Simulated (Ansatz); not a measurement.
# NaMgBr3 (model cell, started as cubic perovskite with Mg in the octahedra): a soft mode frozen in, part 3 of 3

Aim: this structure of NaMgBr3 (model cell, started as cubic perovskite with Mg in the octahedra) is to be tested for unstable modes, and one is followed downhill.

Ansatz 0.2.0; DFT PBE, scalar-relativistic, plane waves, PAW.

So far. Step 5 (Energy along the mode, all amplitudes (two of the runs …): The lowest of the steps tried is the last one, at 0.6 Å, 14.2 meV/atom below the parent; the bottom of the well need not coincide with a step. Step 7 (The new phase in its own primitive cell): The largest force component left is 0.62 meV/Å and the pressure is 0.000 GPa, within the tolerances set. The cell now holds 31.18 Å³/atom. The relaxed cell has a, b, c = 10.823, 5.403, 5.333 Å (conventional setting).

The structure was built from a prototype and need not be the compound's stable phase.

## 8. Modes of the new phase, k-mesh 2×4×4

A relaxed structure may still be a saddle point, so its zone-centre modes are computed. The response to a homogeneous field gives the Born charges and the dielectric tensor.

input.yaml

```yaml
crystal:
  lattice:
    - [10.823161659, 0.0, 0.0]
    - [0.0, 5.4026434354, 0.0]
    - [0.0, 0.0, 5.3329823809]
  atoms:
    - { symbol: Na, position: [0.75, 0.0, 0.2345544873] }
    - { symbol: Na, position: [0.25, 0.0, 0.7654455127] }
    - { symbol: Mg, position: [0.5, 0.5, 0.5] }
    - { symbol: Mg, position: [0.0, 0.5, 0.5] }
    - { symbol: Br, position: [0.25, 0.5, 0.5184939509] }
    - { symbol: Br, position: [0.75, 0.5, 0.4815060491] }
    - { symbol: Br, position: [0.5, 0.0, 0.5] }
    - { symbol: Br, position: [0.0, 0.0, 0.5] }
    - { symbol: Br, position: [0.5, 0.5, 0.0] }
    - { symbol: Br, position: [0.0, 0.5, 0.0] }
kpoints:
  mp_grid: { grid: [2, 4, 4] }
hamiltonian:
  xc: pbe
scf:
  occupations: { method: fixed }
output:
  eigenvalues: true
phonons:
  method: dfpt
  dielectric: true
  rigid_motions: translations
```

Run with:

```sh
$ ansatz run input.yaml --threads 4 --pin off --max-ram 14336MiB --backend cpu --events-out ev --progress --plain --runs-dir out
```

Numbers of over 12 decimals in the logs are rounded to 6 here.

The log of the run:

```text
[...]
Crystal: 10 atoms, lattice volume = 311.839 Å³
Basis set: ecut = 420 eV, 6055 PW (Γ), exchange–correlation on 160×80×72 points (8 copies of the dense FFT grid, shifted against one another)
Bands: 50, of which v1, the nominal top of the filled ones, is band 40 counted from 1 (39 counted from 0)
Symmetry: 8 space group operations
k-points: 20 of 32 (irreducible under 1 space group operation, time reversal used)
[...]
SCF iter   1: F=—  HF=-23533.543230 eV  |F-HF|=—  |Δ(HF+E_count)|=         —  Δρ=6.76e-4  dr2=2.83e-3  ethr=1.77e-3  ⟨swp⟩=6.2  Hψ=3999  notcnv=0  defer=150
[...]
SCF iter   9: F=-23533.541459 eV  HF=-23533.541459 eV  |F-HF|=1.46e-11  |Δ(HF+E_count)|=  2.69e-10  Δρ=5.09e-8  dr2=1.02e-11  ethr=1.00e-12  ⟨swp⟩=21.8  Hψ=8103  notcnv=0
SCF 1 converged in 9 iterations: F = -23533.541459 eV  dr2 = 1.02e-11
[...]
NSCF: frozen V_eff on 18 k-points
[...]
DFPT response loops at Γ: preconditioner auto → none (the input reference at scf.mixing.eps_inf says where Resta's filter doesn't serve); β = 0.50; Broyden in place of MSR1
── the response to a field inside a basis, on 2×4×4 k-points: an SCF that follows is theirs, and a resumed run solves both again ──
Bands: 41, of which v1, the nominal top of the filled ones, is band 40 counted from 1 (39 counted from 0)
k-points: 4 of 32
[...]
Eigensolver: Dense (4 Hₖ)
SCF iter   1: F=—  HF=-23533.438424 eV  |F-HF|=—  |Δ(HF+E_count)|=         —  Δρ=2.07e-4  dr2=4.31e-5  ethr=1.00e-1
[...]
SCF iter   4: F=-23533.438518 eV  HF=-23533.438518 eV  |F-HF|=2.04e-8  |Δ(HF+E_count)|=   1.02e-7  Δρ=2.85e-6  dr2=3.66e-8  ethr=2.71e-10
SCF 1 converged in 4 iterations: F = -23533.438518 eV  dr2 = 3.66e-8
[...]
WARN: field response: ε∞ stands inside a basis, on 2×4×4 points; the force constants stand on the 2×4×4 k-mesh, whose period is 12.56 times the interband length at k = (0.0000, 0.0000, 0.0000), direct gap 2.898 eV, under 14: take them and everything formed from them as unconverged, and compare with a denser kpoints.mp_grid
SCF converged after 9 iterations
Free energy (F): -23533.541459 eV
[...]
Internal energy: -23533.541459 eV  (E = F + TS)
E sigma→0 (E₀):  -23533.541459 eV
Fermi energy:    1.607743 eV
[...]
--- Band table (eV; the first three rows and the last of 20) ---
  k-point 0: bands = [... 36 lower, 0.9664, 1.1316, 1.1370, 1.1422, 4.0402, 5.2935, 6.1563, 7.0036, ... 6 higher]
  k-point 1: bands = [... 36 lower, 0.8878, 0.8949, 0.9047, 1.2398, 5.0324, 5.8310, 6.7165, 7.1495, ... 6 higher]
  k-point 2: bands = [... 36 lower, 0.6104, 0.6262, 0.6312, 1.5748, 6.2839, 6.8124, 7.1449, 7.5383, ... 6 higher]
  k-point 19: bands = [... 36 lower, 1.2240, 1.2240, 1.6055, 1.6055, 6.5577, 6.5577, 7.5675, 7.5675, ... 6 higher]
[...]
k mesh reduced under 1 symmetry operation, with k and −k counted as one. Each operation leaves every solved perturbation unchanged. A smaller set is not considered because the run solves the response to a homogeneous field
  ASR residual: 3.978e-4 → 0.000e0 eV/Å²; symmetrization residual: 4.313e-6 eV/Å²
  ASR residual per site (eV/Å²): 4.20e-5 4.20e-5 3.98e-4 3.98e-4 5.22e-5 5.22e-5 3.46e-5 3.46e-5 1.15e-4 1.15e-4
  Γ frequencies (cm⁻¹): 0.00 0.00 0.00 15.23 21.72 23.67 30.72 37.01 47.39 51.82 52.86 64.90 71.83 74.12 85.97 86.36 87.30 93.61 95.06 96.45 105.69 113.10 114.84 156.96 166.92 172.05 173.12 185.07 187.89 226.34
  ε∞ (high-frequency dielectric tensor):
        3.040379     0.000000     0.000000
        0.000000     3.041173     0.000000
        0.000000     0.000000     2.998025
  ε⁰ (static dielectric tensor: ions relaxed, cell fixed):
       54.309748    -0.000000     0.000000
       -0.000000    23.057867     0.000000
        0.000000     0.000000    11.331695
  ε⁰ − ε∞ (ionic part):
       51.269369    -0.000000     0.000000
       -0.000000    20.016695     0.000000
        0.000000     0.000000     8.333669
  softest optical mode at Γ: 15.23 cm⁻¹; the repairs (sum rule, projections) moved no ω² at Γ by more than (2.45 cm⁻¹)²
  Born effective charges Z* (e; rows j = field, columns β = displacement):
    site 0:
         1.30162   -0.00000   -0.00000
         0.00000    1.30382    0.00000
        -0.00000    0.00000    1.00039
    site 1:
         1.30162   -0.00000   -0.00000
         0.00000    1.30382    0.00000
        -0.00000    0.00000    1.00039
    site 2:
         2.44262   -0.00000   -0.03400
         0.00000    2.45302    0.00000
        -0.08038    0.00000    2.52313
    site 3:
         2.44262   -0.00000    0.03400
         0.00000    2.45302    0.00000
         0.08038    0.00000    2.52313
    site 4:
        -2.06385    0.00000   -0.00000
         0.00000   -0.93357    0.00000
        -0.00000    0.00000   -0.62671
    site 5:
        -2.06385    0.00000   -0.00000
         0.00000   -0.93357    0.00000
        -0.00000    0.00000   -0.62671
    site 6:
        -0.93235   -0.00000    0.16780
        -0.00000   -2.07404    0.00000
         0.16045    0.00000   -0.65234
    site 7:
        -0.93235   -0.00000   -0.16780
         0.00000   -2.07404    0.00000
        -0.16045    0.00000   -0.65234
    site 8:
        -0.74804   -0.00000   -0.09141
        -0.00000   -0.74923    0.00000
        -0.08851    0.00000   -2.24447
    site 9:
        -0.74804   -0.00000    0.09141
        -0.00000   -0.74923    0.00000
         0.08851    0.00000   -2.24447
  Z* charge neutrality: 1.447e-2 e pre-enforcement
  solved inside a basis spanned on kpoints, on 2×4×4 k-points, its susceptibility summed on 4×8×8: ε∞ is read to err by 1.1e-2, Z* by 1.6e-2 e (field_mesh: kpoints solves on kpoints); Z* is corrected for what the basis lacks
  optical modes at Γ without the LO–TO term, one row a degenerate level:
      ω (cm⁻¹)  modes    IR ((D/Å)²/amu)
         15.23      1             1.4575
[...]
optical modes at Γ + LO–TO along q̂ = [1.0000, 0.0000, 0.0000]:
      ω (cm⁻¹)  modes    IR ((D/Å)²/amu)
[...]
optical modes at Γ + LO–TO along q̂ = [0.0000, 1.0000, 0.0000]:
      ω (cm⁻¹)  modes    IR ((D/Å)²/amu)
[...]
optical modes at Γ + LO–TO along q̂ = [0.0000, 0.0000, 1.0000]:
      ω (cm⁻¹)  modes    IR ((D/Å)²/amu)
[...]
96.45      1             5.3816
        105.69      1             0.0000
        112.80      1             0.7072
        113.10      1             5.5286
        114.84      1             0.0000
        156.96      1             0.0000
        166.92      1             8.9311
        172.05      1             0.0000
        173.12      1            10.2570
        187.89      1             1.4221
        224.45      1             0.3392
        265.12      1            16.3540
```

The job ended after 2.9 min (4 threads of Arm Neoverse V2, shared host; peak memory 4.1 GiB).

This step gave:

```yaml
sum_rule_residual_before_enforcement: 3.98e-4 eV/Å²
miss_of_the_charge_sum_rule: 0.01447 e
estimated_error_of_the_dielectric_tensor: 0.01081
estimated_error_of_the_born_charges: 0.01644 e
point_group: mmm
highest_optical_mode_at_the_zone_centre_no_lo_to_term: 226.3 cm⁻¹
lowest_optical_zone_centre_mode: 15.23 cm⁻¹
mean_high_frequency_dielectric_constant: 3.027
largest_born_charge_third_of_the_trace: 2.473 e
mean_static_dielectric_constant: 29.57
top_of_the_zone_centre_spectrum_with_the_field: 265.1 cm⁻¹
```

Without the LO-TO term. Patterns of degenerate modes are one choice out of their space. Modes at Γ, with each element's share of the kinetic energy:

| mode | frequency (cm⁻¹) | symmetry | Na % | Mg % | Br % |
| --- | --- | --- | --- | --- | --- |
| 1 | 0.0 | acoustic | 8 | 8 | 84 |
| 2 | 0.0 | acoustic | 8 | 8 | 84 |
| 3 | 0.0 | acoustic | 8 | 8 | 84 |
| 4 | 15.2 | B3u | 25 | 3 | 72 |
| 5 | 21.7 | Au | 0 | 2 | 98 |
| 6 | 23.7 | B2u | 16 | 0 | 83 |
| 7 | 30.7 | B3u | 1 | 2 | 97 |
| 8 | 37.0 | B1u | 3 | 0 | 97 |
| 9 | 47.4 | B1u | 22 | 1 | 77 |
| 10 | 51.8 | B3g | 31 | 0 | 69 |
| 11 | 52.9 | Ag | 19 | 0 | 81 |
| 12 | 64.9 | B1u | 28 | 5 | 67 |
| 13 | 71.8 | B3u | 1 | 38 | 61 |
| 14 | 74.1 | B1u | 2 | 26 | 72 |
| 15 | 86.0 | Ag | 81 | 0 | 19 |
| 16 | 86.4 | Au | 0 | 39 | 61 |
| 17 | 87.3 | B2u | 6 | 34 | 60 |
| 18 | 93.6 | B3u | 27 | 26 | 47 |
| 19 | 95.1 | B1u | 36 | 5 | 59 |
| 20 | 96.5 | B3u | 37 | 9 | 53 |
| 21 | 105.7 | B2g | 70 | 0 | 30 |
| 22 | 113.1 | B2u | 69 | 1 | 30 |
| 23 | 114.8 | B3g | 69 | 0 | 31 |
| 24 | 157.0 | B2g | 30 | 0 | 70 |
| 25 | 166.9 | B3u | 0 | 54 | 46 |
| 26 | 172.1 | Au | 0 | 60 | 40 |
| 27 | 173.1 | B2u | 1 | 56 | 44 |
| 28 | 185.1 | B1u | 0 | 56 | 44 |
| 29 | 187.9 | B3u | 0 | 60 | 40 |
| 30 | 226.3 | B1u | 0 | 98 | 2 |

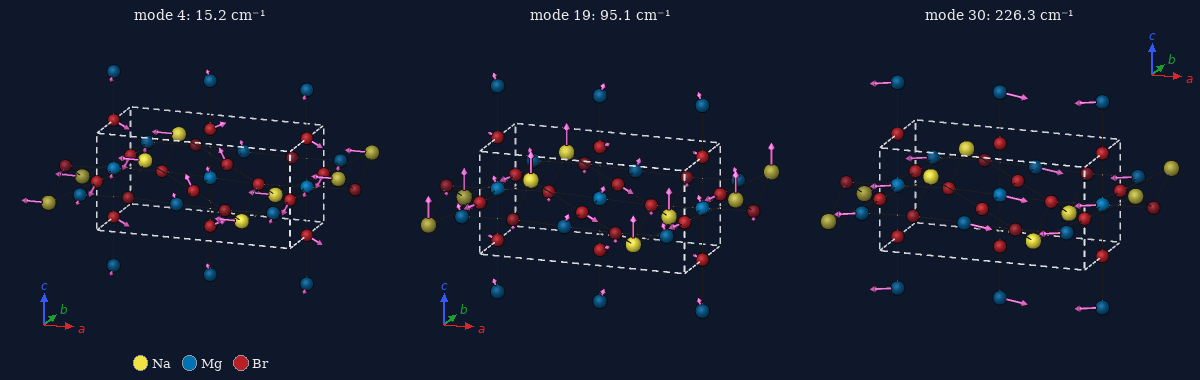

Displacement patterns of modes 4, 19 and 30 at Γ; arrows are exaggerated. Some periodic images of atoms are drawn too.

Optical modes at the zone centre, without and with the macroscopic field of the longitudinal modes; each column is sorted by frequency, so a row need not hold one and the same mode. Modes with and without the field, by row:

| rank among optical modes | no field (cm⁻¹) | q along (1, 0, 0) (cm⁻¹) | q along (0, 1, 0) (cm⁻¹) | q along (0, 0, 1) (cm⁻¹) |
| --- | --- | --- | --- | --- |
| 1 | 15.2 | 21.7 | 15.2 | 15.2 |
| 2 | 21.7 | 23.7 | 21.7 | 21.7 |
| 3 | 23.7 | 28.4 | 30.7 | 23.7 |
| 4 | 30.7 | 36.2 | 36.2 | 30.7 |
| 5 | 37 | 37 | 37 | 37.3 |
| 6 | 47.4 | 47.4 | 47.4 | 51 |
| 7 | 51.8 | 51.8 | 51.8 | 51.8 |
| 8 | 52.9 | 52.9 | 52.9 | 52.9 |
| 9 | 64.9 | 64.9 | 64.9 | 65.3 |
| 10 | 71.8 | 74.1 | 71.8 | 71.8 |
| 11 | 74.1 | 74.3 | 74.1 | 78.3 |
| 12 | 86 | 86 | 86 | 86 |
| 13 | 86.4 | 86.4 | 86.4 | 86.4 |
| 14 | 87.3 | 87.3 | 90.8 | 87.3 |
| 15 | 93.6 | 93.6 | 93.6 | 93.6 |
| 16 | 95.1 | 95.1 | 95.1 | 96.5 |
| 17 | 96.5 | 105.7 | 96.5 | 105.7 |
| 18 | 105.7 | 113.1 | 105.7 | 112.8 |
| 19 | 113.1 | 114.8 | 114.8 | 113.1 |
| 20 | 114.8 | 121.1 | 133.5 | 114.8 |
| 21 | 157 | 157 | 157 | 157 |
| 22 | 166.9 | 172.1 | 166.9 | 166.9 |
| 23 | 172.1 | 173.1 | 172.1 | 172.1 |
| 24 | 173.1 | 184.9 | 185.1 | 173.1 |
| 25 | 185.1 | 185.1 | 187.9 | 187.9 |
| 26 | 187.9 | 226.3 | 226.3 | 224.4 |
| 27 | 226.3 | 250.8 | 253.7 | 265.1 |

Born charge (rows field, columns displacement) (e), principal values of the symmetric part by kind of site:

| atom | atoms with these values | low | middle | high | mean |
| --- | --- | --- | --- | --- | --- |
| Na1 | 2 | 1.00 | 1.30 | 1.30 | 1.20 |
| Mg3 | 2 | 2.41 | 2.45 | 2.55 | 2.47 |
| Br5 | 2 | -2.06 | -0.93 | -0.63 | -1.21 |
| Br7 | 2 | -2.07 | -1.01 | -0.58 | -1.22 |
| Br9 | 2 | -2.25 | -0.75 | -0.74 | -1.25 |

In full for Br5:

```
-2.06  0.00  0.00
 0.00 -0.93  0.00
 0.00  0.00 -0.63
```

High-frequency dielectric tensor:

```
3.04 0.00 0.00
0.00 3.04 0.00
0.00 0.00 3.00
```

Static dielectric tensor (ions relaxed, fixed cell):

```
54.31  0.00  0.00
 0.00 23.06  0.00
 0.00  0.00 11.33
```

Transverse modes. Lines of the infrared spectrum (strongest = 100):

| position (cm⁻¹) | lines merged | relative intensity |
| --- | --- | --- |
| 15 | 1 | 12 |
| 22 | 1 | 0.0 |
| 24 | 1 | 9.0 |
| 31 | 1 | 1.0 |
| 37 | 1 | 0.4 |
| 47 | 1 | 4.8 |
| 52 | 1 | 0.0 |
| 53 | 1 | 0.0 |
| 65 | 1 | 1.0 |
| 72 | 1 | 5.8 |
| 74 | 1 | 8.5 |
| 86 | 2 | 0.0 |
| 87 | 1 | 10 |
| 94 | 1 | 0.0 |
| 95 | 1 | 24 |
| 96 | 1 | 44 |
| 106 | 1 | 0.0 |
| 113 | 1 | 45 |
| 115 | 1 | 0.0 |
| 157 | 1 | 0.0 |
| 167 | 1 | 72 |
| 172 | 1 | 0.0 |
| 173 | 1 | 83 |
| 185 | 1 | 100 |
| 188 | 1 | 12 |
| 226 | 1 | 3.0 |

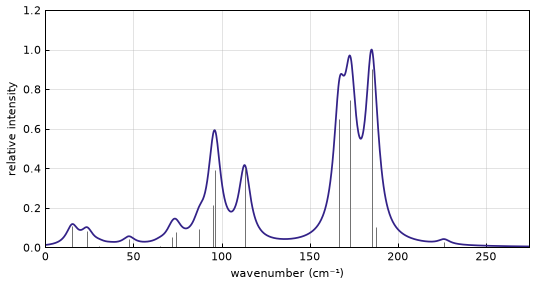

The infrared spectrum, broadened with Lorentzians of width 8 cm⁻¹; bars mark the lines.

Before it was imposed, the acoustic sum rule was missed by 4.0e-4 eV/Å² and the charge sum rule by 0.014 e. Small misses are needed for a sound result but don't prove that mesh and cutoff are converged. The lowest optical mode is real, 15.2 cm⁻¹.

The log warns of the k mesh: “the force constants stand on the 2×4×4 k-mesh, whose period is 12.56 times the interband length at k = (0.0000, 0.0000, 0.0000), direct gap 2.898 eV, under 14: take them and everything formed from them as unconverged”.

## 9. Summary of results

```yaml
unstable_mode_of_the_parent: q = (0, 0, -0.5), 73i cm⁻¹
depth_at_the_lowest_point_sampled: 14.2 meV/atom
largest_atomic_shift_at_that_point: 0.6 Å
space_group_reached_within_0p01_a: Pmma
energy_gained_over_the_parent_first_relaxation_on_the_mesh_of_the_frozen_mode: 28.9 meV/atom
volume_per_atom_phase_reached: 31.2 Å³
gap_on_the_k_mesh_phase_reached: 2.43 eV
lowest_optical_zone_centre_mode_phase_reached: 15.2 cm⁻¹
highest_optical_mode_at_the_zone_centre_no_lo_to_term_phase_reached: 226 cm⁻¹
```

**Reading.** Along this mode the structure falls into Pmma, 28.9 meV/atom below the parent. At the parent's cell the well is 14.21 meV/atom deep on the steps tried, with its lowest point at a shift of 0.6 Å. That is the last step tried, so the steps alone don't bracket the bottom of the well. Relaxing atoms and cell changes the gain by +14.65 meV/atom against the lowest step (energies at zero smearing). The new phase has no imaginary mode at the zone centre of its cell; other wavevectors were not checked. Of the 9 patterns followed to their end from this parent, this one ends 67.7 meV/atom above the lowest, Imma. Another end point lies within 1 meV/atom; how such a difference moves with mesh and cutoff was not tested. Each path keeps the symmetry of its pattern, so a lower phase may lie along a pattern not tried. With the field response the log warns that the k mesh is coarse for the force constants too, so the frequencies may not be converged. The starting cell was built on a prototype and not taken from a measurement, so the phase need not exist.

[Logs are printed without paths, hosts, clocks, repeated set-up lines and the standing remarks that a program may print on its own settings, such as how far it seeks lower states.]

[Hosts, paths, dates, database ids (printed as entryN), source tags and the programs' standing remarks are cut or masked in the printed files.]
